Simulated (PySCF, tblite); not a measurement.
# C5H6O2: a rotation path, then NMR shifts on frames

How do NMR shifts of C5H6O2 (`COc1ccoc1`) change as the atoms move?

Computed with tblite 0.8.0 and PySCF 2.14.0, with density-fitted response routines of our own, on a single molecule in the gas phase. Atoms count from 0, in the outputs and in this text.

## (1) The molecule as given

13 atoms, charge 0, multiplicity 1; geometry from: GFN2-xTB.

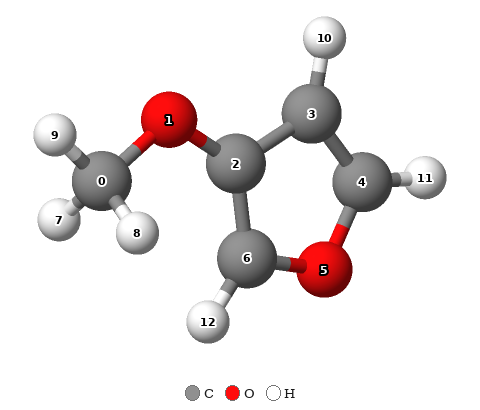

As it starts; carbon grey, oxygen red, hydrogen white, atoms numbered.

## (2) A band between two rotamers with GFN2-xTB

What the job is given:

```
{"job": {"kind": "neb", "xc": "GFN2-xTB", "basis": "xTB", "atoms": [6, 2, 1, 0], "turn": 180}, "charge": 0, "multiplicity": 1}
C     -2.201514    -0.008310    -0.001086
O     -1.113537     0.824955    -0.320419
C      0.114634     0.288833    -0.119502
C      1.329207     0.998521    -0.339227
C      2.323353     0.127139    -0.025506
O      1.825370    -1.052037     0.367640
C      0.476674    -0.956655     0.310860
H     -2.205327    -0.911892    -0.619297
H     -2.179444    -0.298257     1.054461
H     -3.098300     0.574912    -0.201489
H      1.417736     2.007280    -0.681922
H      3.390195     0.228981    -0.039145
H     -0.083437    -1.822984     0.596905
```

With the program's defaults for keys left out, this is: GFN2-xTB climbing-image nudged elastic band, gas phase.

Run with:

```sh
> OMP_NUM_THREADS=1 python probes_run.py task.json out
```

One launch serves the whole session: the jobs run in the order shown.

What it wrote:

```text
image   E - E0 / eV
  0       0.0000
  1       0.0460
  2       0.1179
  3       0.1657
  4       0.1719
  5       0.1443
  6       0.1057
  7       0.0601
  8       0.0369
```

Wall time 2.2 s (1 thread of Intel Xeon Platinum 8559C, shared host); peak memory 0.18 GiB.

The final band, with the dihedral C6–C2–O1–C0:

| image | dihedral (°) | energy (eV) | energy (kcal/mol) |
| --- | --- | --- | --- |
| 0 | 2 | 0.000 | 0.0 |
| 1 | 24 | 0.046 | 1.1 |
| 2 | 48 | 0.118 | 2.7 |
| 3 | 72 | 0.166 | 3.8 |
| 4 | 96 | 0.172 | 4.0 |
| 5 | 120 | 0.144 | 3.3 |
| 6 | 141 | 0.106 | 2.4 |
| 7 | 161 | 0.060 | 1.4 |
| 8 | 181 | 0.037 | 0.9 |

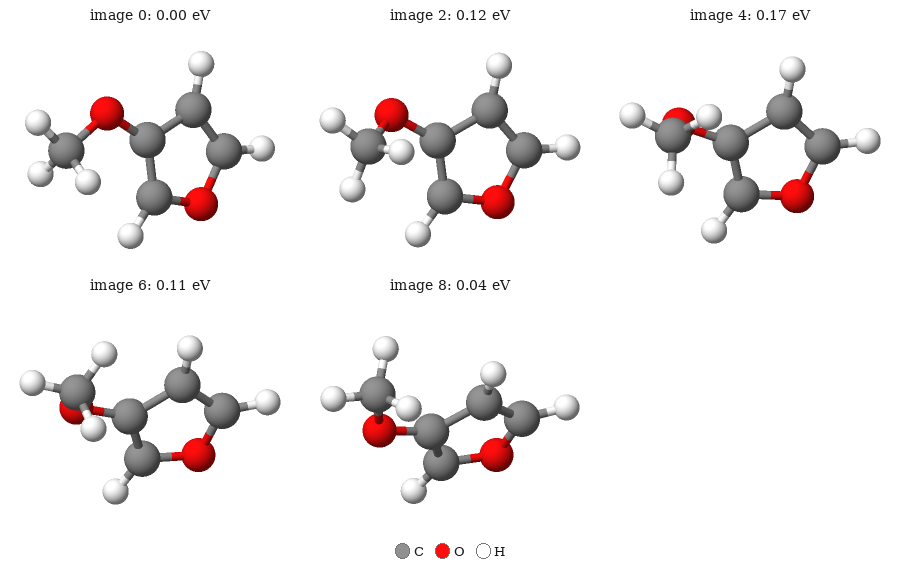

Images along the band.

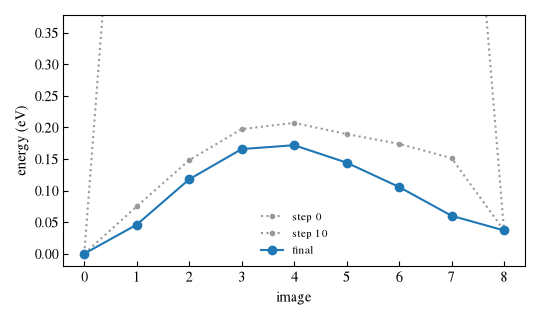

Energy along the band, early and final.

## (3) Nuclear shieldings: image 0, PBE0/pcSseg-1

What the job is given:

```
{"job": {"kind": "nmr", "xc": "PBE0", "basis": "pcSseg-1", "pop": false}, "charge": 0, "multiplicity": 1}
C     -2.201500    -0.008300    -0.001100
O     -1.113500     0.825000    -0.320400
C      0.114600     0.288800    -0.119500
C      1.329200     0.998500    -0.339200
C      2.323400     0.127100    -0.025500
O      1.825400    -1.052000     0.367600
C      0.476700    -0.956700     0.310900
H     -2.205300    -0.911900    -0.619300
H     -2.179400    -0.298300     1.054500
H     -3.098300     0.574900    -0.201500
H      1.417700     2.007300    -0.681900
H      3.390200     0.229000    -0.039100
H     -0.083400    -1.823000     0.596900
```

Level: GIAO PBE0/pcSseg-1 NMR shielding, non-relativistic, gas phase.

What it wrote:

```text
coarse grid: 11328 points
cycle   1  E = -343.9913497519  dE =  1.385e+00  |g| = 5.599e-01  |ddm| = 3.346e+00
cycle   2  E = -343.9523437219  dE =  3.901e-02  |g| = 7.464e-01  |ddm| = 1.011e+00
cycle   3  E = -344.0487131999  dE = -9.637e-02  |g| = 9.390e-02  |ddm| = 6.017e-01
cycle   4  E = -344.0502110336  dE = -1.498e-03  |g| = 3.344e-02  |ddm| = 7.776e-02
cycle   5  E = -344.0504481630  dE = -2.371e-04  |g| = 8.753e-03  |ddm| = 2.857e-02
cycle   6  E = -344.0504620732  dE = -1.391e-05  |g| = 3.968e-03  |ddm| = 8.796e-03
cycle   7  E = -344.0504656466  dE = -3.573e-06  |g| = 6.667e-04  |ddm| = 3.197e-03
final grid: 110688 points
cycle   8  E = -344.1129575728  dE = -2.120e-05  |g| = 1.361e-02  |ddm| = 2.559e-02
cycle   9  E = -344.1129108782  dE =  4.669e-05  |g| = 2.125e-02  |ddm| = 1.930e-02
cycle  10  E = -344.1129901998  dE = -7.932e-05  |g| = 1.894e-03  |ddm| = 1.253e-02
cycle  11  E = -344.1129909511  dE = -7.513e-07  |g| = 4.413e-04  |ddm| = 1.536e-03
cycle  12  E = -344.1129909879  dE = -3.679e-08  |g| = 1.583e-04  |ddm| = 5.310e-04
cycle  13  E = -344.1129909933  dE = -5.434e-09  |g| = 2.848e-05  |ddm| = 1.557e-04
cycle  14  E = -344.1129909934  dE = -1.324e-10  |g| = 1.553e-05  |ddm| = 3.292e-05
converged SCF energy = -344.1129909934

GIAO shielding tensors (ppm)
atom      isotropic    diamagn.    paramagn.     s11        s22        s33       span
  0 C      128.568     245.849    -117.281     99.480    103.215    183.008     83.528
  1 O      261.867     396.481    -134.615    173.689    289.845    322.067    148.378
  2 C       27.347     252.315    -224.968    -32.942     21.080     93.903    126.845
  3 C       76.146     253.071    -176.925     -1.759     74.900    155.298    157.057
  4 C       40.304     252.613    -212.309    -35.696     44.967    111.641    147.336
  5 O       65.909     396.568    -330.659    -73.225     -3.653    274.605    347.831
  6 C       61.758     257.399    -195.640      7.447     57.951    119.877    112.430
  7 H       28.068      29.845      -1.778     25.101     25.607     33.495      8.393
  8 H       28.113      29.880      -1.768     25.246     25.595     33.497      8.251
  9 H       27.476      28.220      -0.744     23.205     25.792     33.432     10.227
 10 H       25.265      31.231      -5.966     23.153     25.836     26.807      3.653
 11 H       24.390      29.380      -4.990     21.506     25.357     26.305      4.799
 12 H       24.716      32.725      -8.008     21.546     24.998     27.605      6.059
```

Run time: 13 s. Hardware: 1 thread of Intel Xeon Platinum 8559C, shared host; peak memory 0.71 GiB.

The references, computed at this level on geometries of the same kind, shield at (ppm): 1H TMS 31.72, 13C TMS 186.9, 17O H2O 336.1. Their shielding less the atom's gives the shift. The references are single molecules in the gas phase, so shifts against H2O, NH3, PH3, H3PO4 or CFCl3 are not on the usual liquid scales and can be off by tens of ppm. Each atom is listed at this fixed geometry, with no averaging over motion; a spectrum would average atoms that exchange fast.

| atoms | environment | σ (ppm) | δ (ppm) |
| --- | --- | --- | --- |
| C2 | aromatic carbon bearing oxygen | 27.3 | 159.6 |
| C4 | aromatic CH next to the ring oxygen | 40.3 | 146.6 |
| C6 | aromatic CH next to the ring oxygen | 61.8 | 125.2 |
| C3 | aromatic CH | 76.1 | 110.8 |
| C0 | methyl carbon bonded to O | 128.6 | 58.4 |
| H11 | hydrogen on an aromatic CH next to the ring oxygen | 24.39 | 7.33 |
| H12 | hydrogen on an aromatic CH next to the ring oxygen | 24.72 | 7.00 |
| H10 | hydrogen on an aromatic CH | 25.27 | 6.45 |
| H9 | hydrogen on a methyl carbon bonded to O | 27.48 | 4.24 |
| H7 | hydrogen on a methyl carbon bonded to O | 28.07 | 3.65 |
| H8 | hydrogen on a methyl carbon bonded to O | 28.11 | 3.60 |
| O5 | aromatic ring oxygen | 65.9 | 270.2 |
| O1 | ether oxygen | 261.9 | 74.2 |

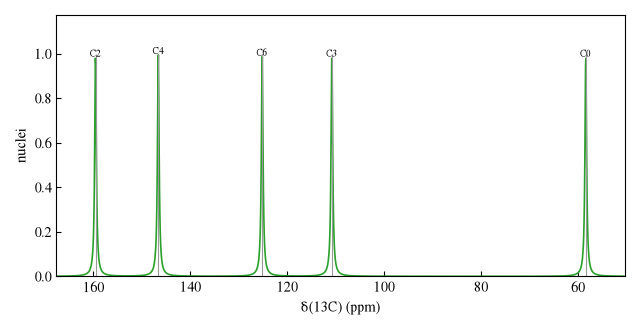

13C lines at the computed shifts, without couplings. Lines are broadened to a width of 0.40 ppm (Lorentzian).

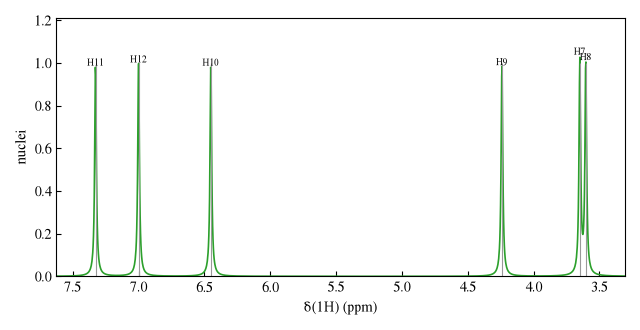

1H lines at the computed shifts, without couplings. Lines are broadened to a width of 0.01 ppm (Lorentzian).

Ring of atoms C2, C3, C4, O5, C6: NICS(0) -13.1, NICS(1) -9.9, NICS(1)zz -24.8 ppm (means of both faces).

## (4) Nuclear shieldings: image 2, PBE0/pcSseg-1

What the job is given:

```
{"job": {"kind": "nmr", "xc": "PBE0", "basis": "pcSseg-1", "pop": false}, "charge": 0, "multiplicity": 1}
C     -2.184500     0.100600     0.102900
O     -1.127200     0.541100    -0.720800
C      0.114800     0.116500    -0.353600
C      1.250000     0.970400    -0.265700
C      2.281000     0.172000     0.113200
O      1.873400    -1.095700     0.267600
C      0.556600    -1.133300    -0.018400
H     -2.266500    -0.989200     0.121600
H     -2.052000     0.467100     1.126800
H     -3.092600     0.526900    -0.319200
H      1.262400     2.022400    -0.456500
H      3.309800     0.386500     0.323700
H      0.070200    -2.084900     0.060700
```

Level: GIAO PBE0/pcSseg-1 NMR shielding, non-relativistic, gas phase.

What it wrote:

```text
coarse grid: 11328 points
cycle   1  E = -343.9852669374  dE =  1.376e+00  |g| = 5.675e-01  |ddm| = 3.334e+00
cycle   2  E = -343.9461753295  dE =  3.909e-02  |g| = 7.524e-01  |ddm| = 1.060e+00
cycle   3  E = -344.0443205199  dE = -9.815e-02  |g| = 9.015e-02  |ddm| = 6.444e-01
cycle   4  E = -344.0456925969  dE = -1.372e-03  |g| = 3.190e-02  |ddm| = 7.612e-02
cycle   5  E = -344.0459092940  dE = -2.167e-04  |g| = 8.964e-03  |ddm| = 2.838e-02
cycle   6  E = -344.0459239544  dE = -1.466e-05  |g| = 4.387e-03  |ddm| = 9.610e-03
cycle   7  E = -344.0459283182  dE = -4.364e-06  |g| = 1.062e-03  |ddm| = 3.882e-03
final grid: 110688 points
cycle   8  E = -344.1085932086  dE = -2.112e-05  |g| = 1.326e-02  |ddm| = 2.662e-02
cycle   9  E = -344.1085533339  dE =  3.987e-05  |g| = 2.019e-02  |ddm| = 1.975e-02
cycle  10  E = -344.1086242210  dE = -7.089e-05  |g| = 1.528e-03  |ddm| = 1.263e-02
cycle  11  E = -344.1086247060  dE = -4.850e-07  |g| = 3.768e-04  |ddm| = 1.249e-03
cycle  12  E = -344.1086247309  dE = -2.490e-08  |g| = 1.669e-04  |ddm| = 4.615e-04
cycle  13  E = -344.1086247371  dE = -6.178e-09  |g| = 2.555e-05  |ddm| = 1.665e-04
cycle  14  E = -344.1086247372  dE = -1.025e-10  |g| = 1.443e-05  |ddm| = 3.078e-05
converged SCF energy = -344.1086247372

GIAO shielding tensors (ppm)
atom      isotropic    diamagn.    paramagn.     s11        s22        s33       span
  0 C      124.141     245.049    -120.908     91.395     99.379    181.650     90.255
  1 O      288.585     396.816    -108.230    212.895    300.979    351.882    138.988
  2 C       26.698     250.897    -224.199    -35.348     22.021     93.421    128.769
  3 C       73.468     254.009    -180.541     -5.411     71.404    154.409    159.820
  4 C       41.952     253.224    -211.271    -33.191     46.154    112.894    146.085
  5 O       58.212     396.680    -338.468    -87.451    -13.662    275.748    363.199
  6 C       53.672     256.780    -203.108    -12.013     50.738    122.291    134.304
  7 H       27.844      29.966      -2.121     23.657     26.363     33.514      9.857
  8 H       27.973      29.680      -1.707     24.488     25.889     33.544      9.056
  9 H       27.625      28.326      -0.701     23.829     25.454     33.593      9.765
 10 H       25.240      31.725      -6.485     23.431     25.517     26.772      3.342
 11 H       24.456      29.523      -5.068     21.601     25.406     26.360      4.759
 12 H       24.290      32.163      -7.873     21.231     24.264     27.374      6.143
```

Wall time 12 s (1 thread of Intel Xeon Platinum 8559C, shared host); peak memory 0.73 GiB.

Key values: δ C2 160.2, C4 145.0, C6 133.3, C3 113.5, H12 7.43, H11 7.26 ppm.

(Part 1 of 2 ends here.)
